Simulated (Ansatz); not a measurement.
## Electronic structure of Al2H2 (quintet) in real space

```xyz
4

Al   -0.0783   -1.2354    0.3363
Al    0.0758    1.2353   -0.3374
H     0.4709   -0.3162   -1.0519
H    -0.4684    0.3163    1.0529
```

Geometry: PBE-D4/def2-TZVP.

Computed with UKS PBE0-D4/def2-TZVP (Ansatz).

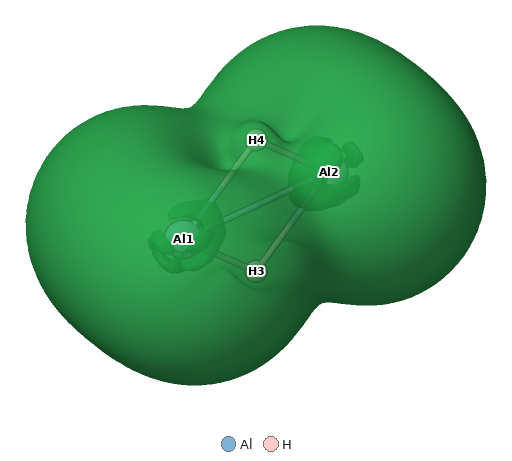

Figure 1. Isosurfaces of the spin density at +0.015 (green) and −0.015 e/Å³ (red), seen at an oblique angle.

> Where is the unpaired spin?

The unpaired spin (4 electrons) lies mostly on Al1 (about 1.9), Al2 (about 1.9), H3 (about 0.1) and H4 (about 0.1), in electrons by Hirshfeld's partition. Only one sign reaches the isovalue.

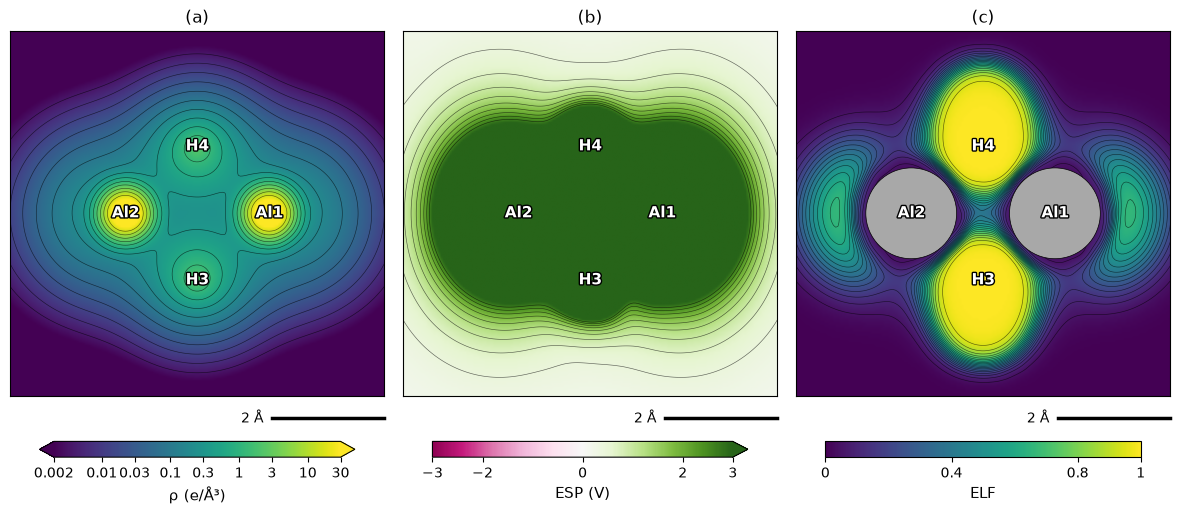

Figure 2. (a) electron density; (b) electrostatic potential; (c) electron localisation function on the molecular plane. Grey discs cover the atomic cores in the ELF map.

> Read the bonding off the picture.

The plane passes through Al and H nuclei. Al–Al (2.57 Å): the density is about 0.28 e/Å³ at the midpoint; the ELF is about 0.40 at the midpoint. Al–H (1.75 Å): ρ at the midpoint is about 0.36 e/Å³; the ELF climbs to about 1 towards the hydrogen. The potential has no marked negative region in this plane.

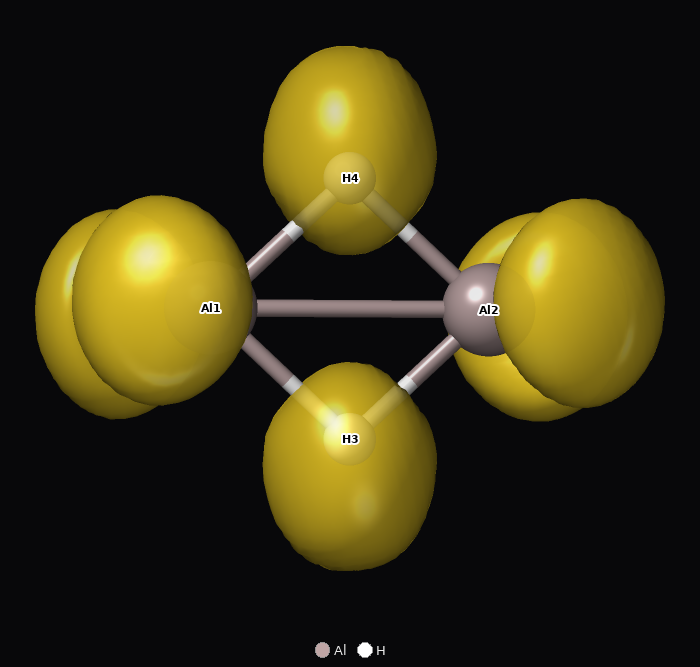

Figure 3. Isosurface of the ELF at 0.9 (yellow), seen across its widest extent. Only the valence region is drawn (cores and ρ < 0.01 e/Å³ removed).

> Describe the localisation domains.

The surface consists of two regions around hydrogen nuclei and four lobes on Al, pointing away from the bonds (non-bonding electrons).
